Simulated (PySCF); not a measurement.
SMILES Sc1ccc(C#N)cc1 at its GFN2-xTB optimised geometry (Å):

```
14

N     -1.9777    -3.4668    -0.0046
C     -1.4023    -2.4750    -0.0012
C     -0.6937    -1.2531     0.0000
C     -1.3890    -0.0428     0.0008
C     -0.6986     1.1509     0.0007
C      0.6929     1.1475    -0.0001
S      1.6233     2.6430    -0.0019
C      1.3897    -0.0588     0.0000
C      0.7032    -1.2531     0.0000
H     -2.4688    -0.0458     0.0015
H     -1.2404     2.0857     0.0014
H      0.5752     3.4668    -0.0028
H      2.4688    -0.0473     0.0001
H      1.2386    -2.1907    -0.0001
```

Calculation: B3LYP/def2-TZVP in PySCF. Cells within 0.4 Å of a nucleus heavier than hydrogen are left out (blank, or x).

Map of the log10 of the electron density (e/bohr³), floored at −4 on the plane z = 0.0 Å:

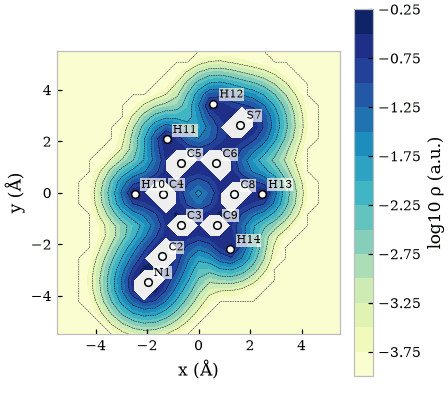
Log10 of the electron density (e/bohr³), floored at −4 on the plane z = 0.0 Å.
